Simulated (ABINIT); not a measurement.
## SrLiCl3 (Pm-3m): modes at Γ and the response to a field

Which modes does SrLiCl3 (Pm-3m) have at the zone centre?

Main program and level: ABINIT 10.8.3; DFT LDA, scalar-relativistic, plane waves, PseudoDojo norm-conserving pseudopotentials.

The structure was built from a prototype and need not be the compound's stable phase.

**1. Set-up**

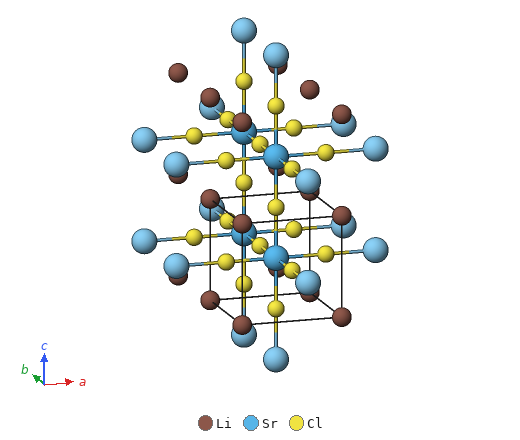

The starting structure, seen slightly off an axis (lithium brown, strontium blue, chlorine yellow). 1×2×2 cells are drawn. Some periodic images of atoms are drawn too.

Structure file:

```cif
data_structure
_symmetry_space_group_name_H-M 'Pm-3m'
_symmetry_Int_Tables_number 221
_cell_length_a 5.8604
_cell_length_b 5.8604
_cell_length_c 5.8604
_cell_angle_alpha 90.000
_cell_angle_beta 90.000
_cell_angle_gamma 90.000
_cell_volume 201.27
loop_
_atom_site_label
_atom_site_type_symbol
_atom_site_symmetry_multiplicity
_atom_site_Wyckoff_symbol
_atom_site_fract_x
_atom_site_fract_y
_atom_site_fract_z
_atom_site_occupancy
Li1 Li 1 a 0.00000 0.00000 0.00000 1
Sr1 Sr 1 b 0.50000 0.50000 0.50000 1
Cl1 Cl 3 c 0.50000 0.50000 0.00000 1
```

**2. A probe with smearing**

A first run with smearing and empty bands tells whether the crystal has a gap, which decides between fixed occupations and smearing later on.

The input, probe.abi:

```
# ground state
tolvrs 1.0d-08
prtden 1
prtwf 1

# basis, mesh and filling
ecut 33.0
ngkpt 4 4 4
nshiftk 1
shiftk 0.0 0.0 0.0
istwfk *1
occopt 7
tsmear 0.005
nband 25
nstep 100
diemac 9.0
prtebands 0
prtgsr 0
useylm 1

# cell and atoms
acell 11.07455098 11.07455098 11.07455098
rprim 
    1.0 0.0 0.0
    0.0 1.0 0.0
    0.0 0.0 1.0
ntypat 3
znucl 3 38 17
natom 5
typat 1 2 3 3 3
xred 
    0.0 0.0 0.0
    0.5 0.5 0.5
    0.5 0.5 0.0
    0.5 0.0 0.5
    0.0 0.5 0.5
pp_dirpath "./pseudo"
pseudos "Li.upf, Sr.upf, Cl.upf"
```

On the command line:

```bash
$ OMP_NUM_THREADS=1 mpirun -n 4 abinit probe.abi > probe.log
```

Numbers of over 12 decimals in the logs are rounded to 6 here.

probe.abo, the main output file:

```text
[banners, grids, parts of the stress and lines that vanish by symmetry left out]
- input  file    -> probe.abi
- output file    -> probe.abo
- root for input  files -> probei
[...]
Symmetries : space group Pm -3 m (#221); Bravais cP (primitive cubic)
[...]
mpw =       12400          nfft =      216000          nkpt =          10
[...]
== DATASET  1 ==================================================================
[...]
cutoff_energies: {ecut:  33.0, pawecutdg:  -1.0, }
[...]
ETOT  1  -90.825441281559    -9.083E+01 2.956E-02 3.939E+02
 ETOT  2  -90.890362706745    -6.492E-02 5.670E-03 8.430E+01
 ETOT  3  -90.901819303878    -1.146E-02 2.271E-03 2.323E+01
 ETOT  4  -90.902652913331    -8.336E-04 4.382E-04 2.297E+00
 ETOT  5  -90.902690955374    -3.804E-05 1.690E-04 4.706E-02
[...]
ETOT  9  -90.902692277130    -2.484E-11 1.036E-04 1.141E-07
 ETOT 10  -90.902692277141    -1.054E-11 1.412E-04 9.255E-10
 At SCF step   10       vres2   =  9.25E-10 < tolvrs=  1.00E-08 =>converged.
[...]
sigma(1 1)=  1.13706724E-04  sigma(3 2)=  0.00000000E+00
  sigma(2 2)=  1.13706724E-04  sigma(3 1)=  0.00000000E+00
  sigma(3 3)=  1.13706724E-04  sigma(2 1)=  0.00000000E+00
[...]
convergence: {deltae: -1.054E-11, res2:  9.255E-10, residm:  1.412E-04, diffor: null, }
etotal    :  -9.09026923E+01
[...]
sigma(1 1)=  1.13706724E-04  sigma(3 2)=  0.00000000E+00
  sigma(2 2)=  1.13706724E-04  sigma(3 1)=  0.00000000E+00
  sigma(3 3)=  1.13706724E-04  sigma(2 1)=  0.00000000E+00
[...]
- sigma(1 1)=  3.34536732E+00  sigma(3 2)=  0.00000000E+00
- sigma(2 2)=  3.34536732E+00  sigma(3 1)=  0.00000000E+00
- sigma(3 3)=  3.34536732E+00  sigma(2 1)=  0.00000000E+00
[...]
fcart     -0.0000000000E+00 -0.0000000000E+00 -0.0000000000E+00
           strten      1.1370672392E-04  1.1370672392E-04  1.1370672392E-04
================================================================================

[key lines of the parts left out:]
pressure_GPa:  -3.3454E+00
```

Wall time 31 s (4 MPI ranks of Arm Neoverse V2, shared host); 2 min of CPU time.

This step gave:

| Quantity | Value |
| --- | --- |
| volume per atom | 40.25 Å³ |
| pressure | -3.345 GPa |
| gap on the k-mesh | 3.331 eV |

A gap of 3.3 eV opens on this mesh, so the crystal is taken as an insulator; the printed pressure holds the stress of the finite basis too.

**3. Rough relaxation**

The typed start is rough, so a first relaxation with smearing and loose thresholds takes it towards rest cheaply.

The input, prerelax.abi:

```
# relaxation
ionmov 2
optcell 2
dilatmx 1.15
chkdilatmx 0
ntime 40
tolmxf 3.0d-04
tolvrs 1.0d-10
prtwf 0
prtden 0
chksymtnons 0

# basis, mesh and filling
ecut 33.0
ecutsm 3.0
ngkpt 4 4 4
nshiftk 1
shiftk 0.0 0.0 0.0
istwfk *1
occopt 7
tsmear 0.005
nband 25
nstep 100
diemac 9.0
prtebands 0
prtgsr 0
useylm 1

# cell and atoms
acell 11.07455098 11.07455098 11.07455098
rprim 
    1.0 0.0 0.0
    0.0 1.0 0.0
    0.0 0.0 1.0
ntypat 3
znucl 3 38 17
natom 5
typat 1 2 3 3 3
xred 
    0.0 0.0 0.0
    0.5 0.5 0.5
    0.5 0.5 0.0
    0.5 0.0 0.5
    0.0 0.5 0.5
pp_dirpath "./pseudo"
pseudos "Li.upf, Sr.upf, Cl.upf"
```

On the command line:

```bash
$ OMP_NUM_THREADS=1 mpirun -n 4 abinit prerelax.abi > prerelax.log
```

prerelax.abo, the main output file:

```text
[banners, grids, parts of the stress and lines that vanish by symmetry left out]
- input  file    -> prerelax.abi
- output file    -> prerelax.abo
- root for input  files -> prerelaxi
[...]
Symmetries : space group Pm -3 m (#221); Bravais cP (primitive cubic)
[...]
mpw =       18805          nfft =      373248          nkpt =          10
[...]
== DATASET  1 ==================================================================
[...]
cutoff_energies: {ecut:  33.0, pawecutdg:  -1.0, }
[...]
ETOT  1  -90.824641569125    -9.082E+01 3.055E-02 6.842E+02
 ETOT  2  -90.890153959666    -6.551E-02 2.229E-03 1.442E+02
 ETOT  3  -90.901671144322    -1.152E-02 6.012E-04 3.966E+01
 ETOT  4  -90.902494666343    -8.235E-04 4.476E-04 3.982E+00
 ETOT  5  -90.902533264758    -3.860E-05 2.299E-04 6.050E-02
[...]
At SCF step   11       vres2   =  5.84E-11 < tolvrs=  1.00E-10 =>converged.
[...]
ETOT 11  -90.919512940623    -1.521E-12 5.191E-06 1.146E-12
 At SCF step   11       vres2   =  1.15E-12 < tolvrs=  1.00E-10 =>converged.
[...]
sigma(1 1)=  2.43155993E-06  sigma(3 2)=  0.00000000E+00
  sigma(2 2)=  2.43155993E-06  sigma(3 1)=  0.00000000E+00
  sigma(3 3)=  2.43155993E-06  sigma(2 1)=  0.00000000E+00
[...]
convergence: {deltae: -1.521E-12, res2:  1.146E-12, residm:  5.191E-06, diffor: null, }
etotal    :  -9.09195129E+01
[...]
At Broyd/MD step   5, gradients are converged :
[...]
sigma(1 1)=  2.43155993E-06  sigma(3 2)=  0.00000000E+00
  sigma(2 2)=  2.43155993E-06  sigma(3 1)=  0.00000000E+00
  sigma(3 3)=  2.43155993E-06  sigma(2 1)=  0.00000000E+00
[...]
- sigma(1 1)=  7.15389631E-02  sigma(3 2)=  0.00000000E+00
- sigma(2 2)=  7.15389631E-02  sigma(3 1)=  0.00000000E+00
- sigma(3 3)=  7.15389631E-02  sigma(2 1)=  0.00000000E+00
[...]
fcart     -0.0000000000E+00 -0.0000000000E+00 -0.0000000000E+00
           strten      2.4315599322E-06  2.4315599322E-06  2.4315599322E-06
================================================================================

[key lines of the parts left out:]
pressure_GPa:  -7.1539E-02
Total energy (etotal) [Ha]= -9.09195129406232E+01
```

Elapsed: 4.4 min, on 4 MPI ranks; 18 min of CPU time.

The steps of the relaxation:

| step | energy less that of the first step (eV) | largest force (eV/Å) | volume (Å³) |
| --- | --- | --- | --- |
| 1 | 0.0000 | 0.0000 | 201.27 |
| 2 | -0.0414 | 0.0000 | 199.24 |
| 3 | -0.3686 | 0.0000 | 151.50 |
| 4 | -0.4543 | 0.0000 | 168.35 |
| 5 | -0.4620 | 0.0000 | 164.73 |

| conventional cell, symmetrised | before | after | change |
| --- | --- | --- | --- |
| a (Å) | 5.860 | 5.482 | -6.5 % |
| b (Å) | 5.860 | 5.482 | -6.5 % |
| c (Å) | 5.860 | 5.482 | -6.5 % |
| volume (Å³/atom) | 40.25 | 32.95 | -18.2 % |

The relaxed structure:

```
Li Sr Cl
1.0
     5.48179    0.00000    0.00000
     0.00000    5.48179    0.00000
     0.00000    0.00000    5.48179
Li Sr Cl
1 1 3
Direct
  0.00000 0.00000 0.00000
  0.50000 0.50000 0.50000
  0.50000 0.50000 0.00000
  0.50000 0.00000 0.50000
  0.00000 0.50000 0.50000
```

Numbers from this step:

```yaml
volume_per_atom: 32.95 Å³
pressure: -0.07154 GPa
gap_on_the_k_mesh: 3.459 eV
```

The volume changes by -18.2 % in this run and stands -18.2 % from the first cell.

**4. Rough relaxation**

The cell changed much, so the rough relaxation is repeated on a basis made for the new cell.

prerelax.abi: that of step 3 with these lines changed.

```diff
@@ -29,3 +29,3 @@
 # cell and atoms
-acell 11.07455098 11.07455098 11.07455098
+acell 10.35908339 10.35908339 10.35908339
 rprim
```

prerelax.abo, the main output file:

```text
[banners, grids, parts of the stress and lines that vanish by symmetry left out]
- input  file    -> prerelax.abi
- output file    -> prerelax.abo
- root for input  files -> prerelaxi
[...]
Symmetries : space group Pm -3 m (#221); Bravais cP (primitive cubic)
[...]
mpw =       15419          nfft =      262144          nkpt =          10
[...]
== DATASET  1 ==================================================================
[...]
cutoff_energies: {ecut:  33.0, pawecutdg:  -1.0, }
[...]
ETOT  1  -90.854068001147    -9.085E+01 3.504E-02 5.339E+02
 ETOT  2  -90.910626107804    -5.656E-02 5.185E-03 1.092E+02
 ETOT  3  -90.918573325063    -7.947E-03 8.535E-04 3.204E+01
 ETOT  4  -90.919489584062    -9.163E-04 3.050E-03 1.716E+00
 ETOT  5  -90.919512413665    -2.283E-05 6.019E-04 2.550E-02
[...]
ETOT 10  -90.919512951449    -1.357E-11 1.316E-04 3.593E-10
 ETOT 11  -90.919512951460    -1.103E-11 2.505E-04 2.456E-11
 At SCF step   11       vres2   =  2.46E-11 < tolvrs=  1.00E-10 =>converged.
[...]
sigma(1 1)=  2.43171233E-06  sigma(3 2)=  0.00000000E+00
  sigma(2 2)=  2.43171233E-06  sigma(3 1)=  0.00000000E+00
  sigma(3 3)=  2.43171233E-06  sigma(2 1)=  0.00000000E+00
[...]
convergence: {deltae: -1.103E-11, res2:  2.456E-11, residm:  2.505E-04, diffor: null, }
etotal    :  -9.09195130E+01
[...]
At Broyd/MD step   1, gradients are converged :
[...]
sigma(1 1)=  2.43171233E-06  sigma(3 2)=  0.00000000E+00
  sigma(2 2)=  2.43171233E-06  sigma(3 1)=  0.00000000E+00
  sigma(3 3)=  2.43171233E-06  sigma(2 1)=  0.00000000E+00
[...]
- sigma(1 1)=  7.15434469E-02  sigma(3 2)=  0.00000000E+00
- sigma(2 2)=  7.15434469E-02  sigma(3 1)=  0.00000000E+00
- sigma(3 3)=  7.15434469E-02  sigma(2 1)=  0.00000000E+00
[...]
fcart     -0.0000000000E+00 -0.0000000000E+00 -0.0000000000E+00
           strten      2.4317123341E-06  2.4317123341E-06  2.4317123341E-06
================================================================================

[key lines of the parts left out:]
pressure_GPa:  -7.1543E-02
Total energy (etotal) [Ha]= -9.09195129514603E+01
```

It took 36 s on 4 MPI ranks; 2.4 min of CPU time.

Little changed from the start: no atom moved by 0.005 Å and no cell edge by 0.1 %.

The volume changes by +0.0 % in this run and stands -18.2 % from the first cell.

**5. Relaxation**

The harmonic expansion needs vanishing forces, and a free crystal bears no stress, so cell and atoms are brought to rest. Stress is more sensitive to the basis than forces are: the last 3 Ha under the cutoff are smoothed with ecutsm, and the cutoff is raised above that of the later runs.

relax.abi, as its differences from prerelax.abi of step 4:

```diff
@@ -3,7 +3,6 @@
 optcell 2
-dilatmx 1.15
-chkdilatmx 0
+dilatmx 1.08
 ntime 40
-tolmxf 3.0d-04
-tolvrs 1.0d-10
+tolmxf 1.0d-05
+tolvrs 1.0d-14
 prtwf 0
@@ -13,3 +12,3 @@
 # basis, mesh and filling
-ecut 33.0
+ecut 41.0
 ecutsm 3.0
@@ -19,5 +18,4 @@
 istwfk *1
-occopt 7
-tsmear 0.005
-nband 25
+occopt 1
+nband 17
 nstep 100
```

On the command line:

```bash
$ OMP_NUM_THREADS=1 mpirun -n 4 abinit relax.abi > relax.log
```

relax.abo, the main output file:

```text
[banners, grids, parts of the stress and lines that vanish by symmetry left out]
- input  file    -> relax.abi
- output file    -> relax.abo
- root for input  files -> relaxi
[...]
Symmetries : space group Pm -3 m (#221); Bravais cP (primitive cubic)
[...]
mpw =       17620          nfft =      373248          nkpt =          10
[...]
== DATASET  1 ==================================================================
[...]
cutoff_energies: {ecut:  41.0, pawecutdg:  -1.0, }
[...]
ETOT  1  -90.850080146967    -9.085E+01 3.765E-02 7.574E+02
 ETOT  2  -90.912299870586    -6.222E-02 2.806E-06 1.382E+02
 ETOT  3  -90.918807512919    -6.508E-03 1.132E-04 4.352E+01
 ETOT  4  -90.919760828523    -9.533E-04 2.301E-06 2.219E+00
 ETOT  5  -90.919781973156    -2.114E-05 8.533E-07 5.927E-02
[...]
At SCF step   14       vres2   =  5.49E-16 < tolvrs=  1.00E-14 =>converged.
[...]
sigma(1 1)=  2.44215448E-06  sigma(3 2)=  0.00000000E+00
  sigma(2 2)=  2.44215448E-06  sigma(3 1)=  0.00000000E+00
  sigma(3 3)=  2.44215448E-06  sigma(2 1)=  0.00000000E+00
[...]
convergence: {deltae: -6.509E-12, res2:  5.493E-16, residm:  9.276E-21, diffor: null, }
etotal    :  -9.09197836E+01
[...]
ETOT  1  -90.919783545478    -9.092E+01 5.522E-11 2.093E-02
[...]
At SCF step   11       vres2   =  1.53E-16 < tolvrs=  1.00E-14 =>converged.
[...]
sigma(1 1)=  2.25033659E-06  sigma(3 2)=  0.00000000E+00
  sigma(2 2)=  2.25033659E-06  sigma(3 1)=  0.00000000E+00
  sigma(3 3)=  2.25033659E-06  sigma(2 1)=  0.00000000E+00
[...]
convergence: {deltae:  1.390E-11, res2:  1.527E-16, residm:  2.290E-21, diffor: null, }
etotal    :  -9.09197842E+01
[...]
ETOT  1  -90.919703709720    -9.092E+01 7.652E-09 2.854E+00
[...]
ETOT 11  -90.919787370185    -4.903E-12 3.127E-19 1.992E-14
 ETOT 12  -90.919787370191    -5.812E-12 2.439E-21 8.004E-16
 At SCF step   12       vres2   =  8.00E-16 < tolvrs=  1.00E-14 =>converged.
[...]
sigma(1 1)= -9.27002608E-09  sigma(3 2)=  0.00000000E+00
  sigma(2 2)= -9.27002608E-09  sigma(3 1)=  0.00000000E+00
  sigma(3 3)= -9.27002608E-09  sigma(2 1)=  0.00000000E+00
[...]
convergence: {deltae: -5.812E-12, res2:  8.004E-16, residm:  2.439E-21, diffor: null, }
etotal    :  -9.09197874E+01
[...]
At Broyd/MD step   3, gradients are converged :
[...]
sigma(1 1)= -9.27002608E-09  sigma(3 2)=  0.00000000E+00
  sigma(2 2)= -9.27002608E-09  sigma(3 1)=  0.00000000E+00
  sigma(3 3)= -9.27002608E-09  sigma(2 1)=  0.00000000E+00
[...]
- sigma(1 1)= -2.72733583E-04  sigma(3 2)=  0.00000000E+00
- sigma(2 2)= -2.72733583E-04  sigma(3 1)=  0.00000000E+00
- sigma(3 3)= -2.72733583E-04  sigma(2 1)=  0.00000000E+00
[...]
fcart     -0.0000000000E+00 -0.0000000000E+00 -0.0000000000E+00
           strten     -9.2700260836E-09 -9.2700260825E-09 -9.2700260805E-09
================================================================================

[key lines of the parts left out:]
pressure_GPa:   2.7273E-04
Total energy (etotal) [Ha]= -9.09197873701907E+01
```

Elapsed: 1.9 min, on 4 MPI ranks; 7.5 min of CPU time.

Little changed from the start: no atom moved by 0.005 Å and no cell edge by 0.1 %.

Read from the output:

* volume per atom: 32.85 Å³
* pressure: 2.73e-4 GPa

The volume changes by -0.3 % in this run and stands -18.4 % from the first cell.

**6. Self-consistent run for the response**

The response is built on these wavefunctions, so the potential is converged far more tightly than an energy would need. The mesh is shifted off Γ, since shifted meshes converge sums over the zone faster.

The input, gs.abi:

```
# ground state
tolvrs 1.0d-16
prtden 1
prtwf 1

# basis, mesh and filling
ecut 33.0
ngkpt 4 4 4
nshiftk 1
shiftk 0.5 0.5 0.5
istwfk *1
occopt 1
nband 17
nstep 100
diemac 9.0
prtebands 0
prtgsr 0
useylm 1

# cell and atoms
acell 10.34944551 10.34944551 10.34944551
rprim 
    1.0 0.0 0.0
    0.0 1.0 0.0
    0.0 0.0 1.0
ntypat 3
znucl 3 38 17
natom 5
typat 1 2 3 3 3
xred 
    0.0 0.0 0.0
    0.5 0.5 0.5
    0.5 0.5 0.0
    0.5 0.0 0.5
    0.0 0.5 0.5
pp_dirpath "./pseudo"
pseudos "Li.upf, Sr.upf, Cl.upf"
```

On the command line:

```bash
$ OMP_NUM_THREADS=1 mpirun -n 4 abinit gs.abi > gs.log
```

gs.abo, the main output file:

```text
[banners, grids, parts of the stress and lines that vanish by symmetry left out]
- input  file    -> gs.abi
- output file    -> gs.abo
- root for input  files -> gsi
[...]
Symmetries : space group Pm -3 m (#221); Bravais cP (primitive cubic)
[...]
mpw =       10051          nfft =      157464          nkpt =           4
[...]
== DATASET  1 ==================================================================
[...]
cutoff_energies: {ecut:  33.0, pawecutdg:  -1.0, }
[...]
ETOT  1  -90.807639338637    -9.081E+01 4.052E-02 2.572E+02
 ETOT  2  -90.917032249128    -1.094E-01 9.351E-06 4.856E+01
 ETOT  3  -90.918851988209    -1.820E-03 5.706E-05 1.564E+01
 ETOT  4  -90.919675223997    -8.232E-04 2.291E-06 6.979E-01
 ETOT  5  -90.919693669378    -1.845E-05 2.132E-06 3.240E-01
[...]
ETOT 14  -90.919734971425    -8.569E-12 2.525E-20 2.811E-16
 ETOT 15  -90.919734971414     1.174E-11 5.574E-23 1.579E-18
 At SCF step   15       vres2   =  1.58E-18 < tolvrs=  1.00E-16 =>converged.
[...]
sigma(1 1)=  1.65176825E-06  sigma(3 2)=  0.00000000E+00
  sigma(2 2)=  1.65176825E-06  sigma(3 1)=  0.00000000E+00
  sigma(3 3)=  1.65176825E-06  sigma(2 1)=  0.00000000E+00
[...]
convergence: {deltae:  1.174E-11, res2:  1.579E-18, residm:  5.574E-23, diffor: null, }
etotal    :  -9.09197350E+01
[...]
sigma(1 1)=  1.65176825E-06  sigma(3 2)=  0.00000000E+00
  sigma(2 2)=  1.65176825E-06  sigma(3 1)=  0.00000000E+00
  sigma(3 3)=  1.65176825E-06  sigma(2 1)=  0.00000000E+00
[...]
- sigma(1 1)=  4.85966998E-02  sigma(3 2)=  0.00000000E+00
- sigma(2 2)=  4.85966998E-02  sigma(3 1)=  0.00000000E+00
- sigma(3 3)=  4.85966998E-02  sigma(2 1)=  0.00000000E+00
[...]
fcart     -0.0000000000E+00 -0.0000000000E+00 -0.0000000000E+00
           strten      1.6517682535E-06  1.6517682535E-06  1.6517682535E-06
================================================================================

[key lines of the parts left out:]
pressure_GPa:  -4.8597E-02
```

Run time: 9.9 s. Hardware: 4 MPI ranks; 40 s of CPU time.

Numbers from this step:

```
pressure : -0.04860 GPa
```

The cell stands at -0.049 GPa, close enough for phonons.

**7. Empty bands**

Empty bands on the ground state's density check that the gap assumed so far is there in this cell.

The input, gap.abi:

```
# empty bands on the ground state's density
iscf -2
getden_filepath "gso_DEN"
tolwfr 1.0d-12
nbdbuf 2
prtwf 0

# basis, mesh and filling
ecut 33.0
ngkpt 4 4 4
nshiftk 1
shiftk 0.0 0.0 0.0
istwfk *1
occopt 1
nband 21
nstep 100
diemac 9.0
prtebands 0
prtgsr 0
useylm 1

# cell and atoms
acell 10.34944551 10.34944551 10.34944551
rprim 
    1.0 0.0 0.0
    0.0 1.0 0.0
    0.0 0.0 1.0
ntypat 3
znucl 3 38 17
natom 5
typat 1 2 3 3 3
xred 
    0.0 0.0 0.0
    0.5 0.5 0.5
    0.5 0.5 0.0
    0.5 0.0 0.5
    0.0 0.5 0.5
pp_dirpath "./pseudo"
pseudos "Li.upf, Sr.upf, Cl.upf"
```

On the command line:

```bash
$ OMP_NUM_THREADS=1 mpirun -n 4 abinit gap.abi > gap.log
```

gap.abo, the main output file:

```text
[banners, grids, parts of the stress and lines that vanish by symmetry left out]
- input  file    -> gap.abi
- output file    -> gap.abo
- root for input  files -> gapi
[...]
Symmetries : space group Pm -3 m (#221); Bravais cP (primitive cubic)
[...]
mpw =       10068          nfft =      157464          nkpt =          10
[...]
== DATASET  1 ==================================================================
[...]
cutoff_energies: {ecut:  33.0, pawecutdg:  -1.0, }
[...]
-outvars: echo values of variables after computation
            acell      1.0349445510E+01  1.0349445510E+01  1.0349445510E+01 Bohr
================================================================================
```

Run time: 17 s. Hardware: 4 MPI ranks; 67 s of CPU time.

This step gave:

```
gap on the k-mesh : 3.460 eV
```

In this cell the gap on the mesh is 3.5 eV, indirect (smallest direct 3.7 eV), so fixed occupations hold.

(Continued in part 2 of 3.)

[Host names and launcher messages were left out of these logs when they were recorded.]

[Logs are printed without paths, hosts, clocks, repeated set-up lines and the standing remarks that a program may print on its own settings, such as how far it seeks lower states.]

[Hosts, paths, dates, database ids (printed as entryN), source tags and the programs' standing remarks are cut or masked in the printed files.]
